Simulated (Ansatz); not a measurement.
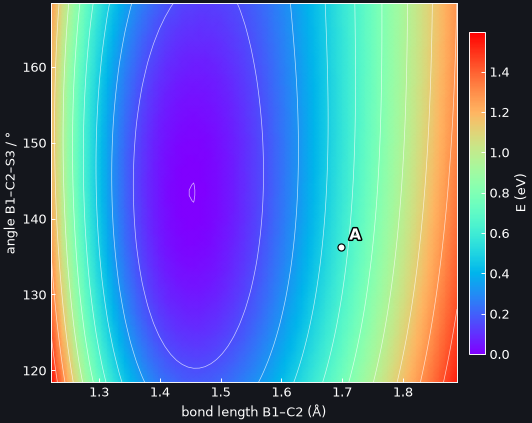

CHBS, SMILES B#CS. Coordinates scanned: (1) bond length B1–C2; (2) angle B1–C2–S3. Nothing is relaxed (all other coordinates rigid). Grid: 15 × 15 points. Energies are in eV, from the lowest grid point. These are results of Ansatz 0.2.0, RKS PBE0-D4/def2-TZVP, not measurements.

Drawn: a smooth colour map with a few white contour lines, the point A. Between grid points the surface is interpolated.

Q: Which way does the force act at A, and how strong is it?

A: A, at bond length B1–C2 = 1.698 Å, angle B1–C2–S3 = 136.3°, is not a stationary point. The computed force is 3.8 eV for each Å towards smaller values of bond length B1–C2 and 0.0049 eV for each degree towards larger values of angle B1–C2–S3.
